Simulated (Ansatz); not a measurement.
## Electronic structure of FH$_{4}$O$_{2}$PZr···HF in real space

```yaml
atoms:
  - { symbol: Zr, position_ang: [-0.0030, -0.6697, -0.3780] }
  - { symbol: F, position_ang: [-0.8686, -0.6551, 1.9484] }
  - { symbol: F, position_ang: [0.9801, -0.8625, -2.0084] }
  - { symbol: O, position_ang: [-0.0629, 1.2336, -0.1191] }
  - { symbol: H, position_ang: [-0.3540, 2.1317, 0.0545] }
  - { symbol: O, position_ang: [-1.5608, -1.7559, -0.6624] }
  - { symbol: H, position_ang: [-2.4489, -2.1086, -0.7519] }
  - { symbol: P, position_ang: [1.7052, -1.8481, 1.3650] }
  - { symbol: H, position_ang: [1.9118, -3.0848, 0.6918] }
  - { symbol: H, position_ang: [2.9215, -1.2102, 0.9938] }
  - { symbol: H, position_ang: [-0.0806, -1.0918, 2.2888] }
```

Core potentials replace the inner electrons of Zr.

These are results of RKS B3LYP-D4/def2-SVP (Ansatz), not measurements.

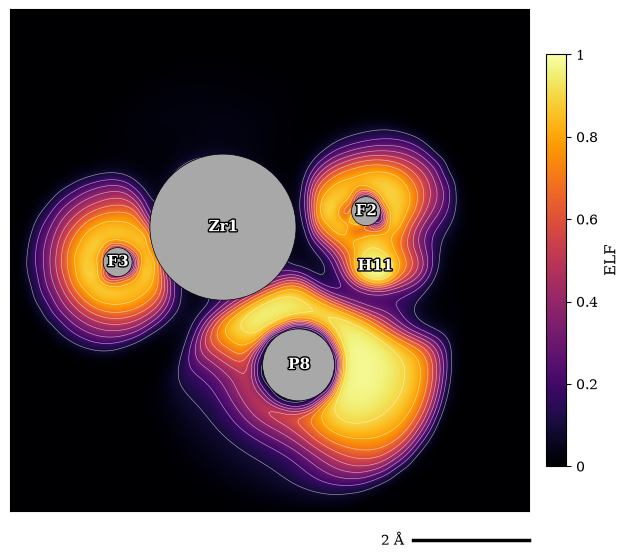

Figure 1. ELF on the plane of atoms F3, Zr1 and P8. Grey discs cover the atomic cores.

**Interpret the plot.**

Atoms in the plane: Zr, F, P and H.
Zr1···F2 (2.48 Å): the ELF dips to about 0.05 between them.
Zr–F (1.91 Å): the ELF peaks at about 0.85 in the valence shell of F, 0.5 Å from its nucleus, and drops to about 0.20 between the two atoms.
Zr–P (2.71 Å): the ELF peaks at about 0.95 in the valence shell of P, 1.0 Å from its nucleus, and is about 0.70 at the midpoint.
F–H (0.96 Å): the ELF climbs to about 0.95 towards the hydrogen, as it does in any bond to H; an ordinary covalent bond to hydrogen.
The ELF also peaks beside F2, away from the bonds: lone-pair regions.

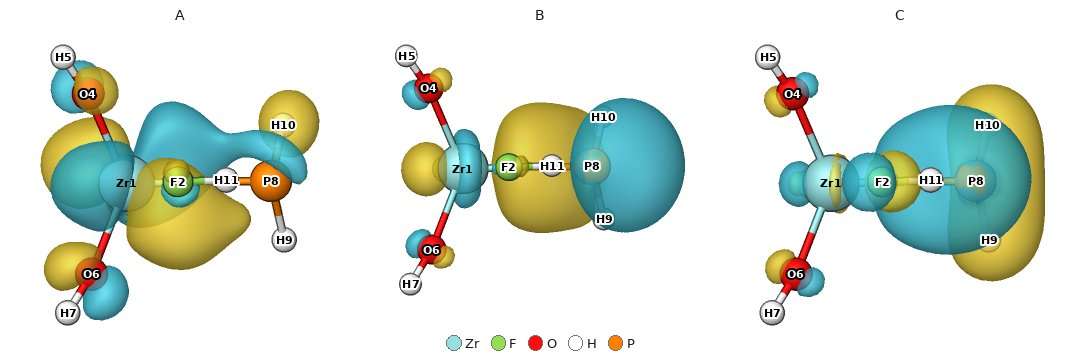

Figure 2. Three frontier orbitals at ±0.1 Å⁻³ᐟ² (yellow and cyan are the two phases), in no order.

**Order the three orbitals by energy and name them.**

C is the HOMO−1 (−8.47 eV). By Hirshfeld shares it lies mainly on P8 (about 55 %), H9 (about 10 %), H10 (about 10 %), Zr1 (about 10 %) and F2 (about 5 %). B is the HOMO (−6.38 eV). Its weight (Hirshfeld) is mainly on P8 (about 70 %) and Zr1 (about 20 %). A is the LUMO (−0.90 eV). By Hirshfeld shares it lies mainly on Zr1 (about 70 %).

**What is the HOMO–LUMO gap?**

5.48 eV between the orbital energies.

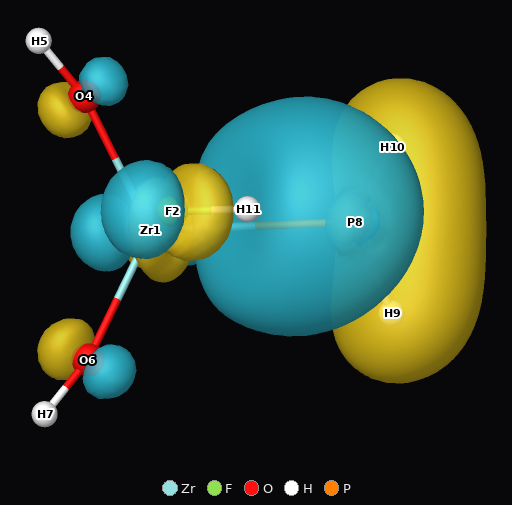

Figure 3. The HOMO−1 at ±0.08 Å⁻³ᐟ² (yellow and cyan are the two phases), seen at a tilt.

**Describe this orbital and give its energy.**

It lies mainly on P8 (about 55 %), H9 (about 10 %), H10 (about 10 %), Zr1 (about 10 %) and F2 (about 5 %). Its energy is −8.47 eV.
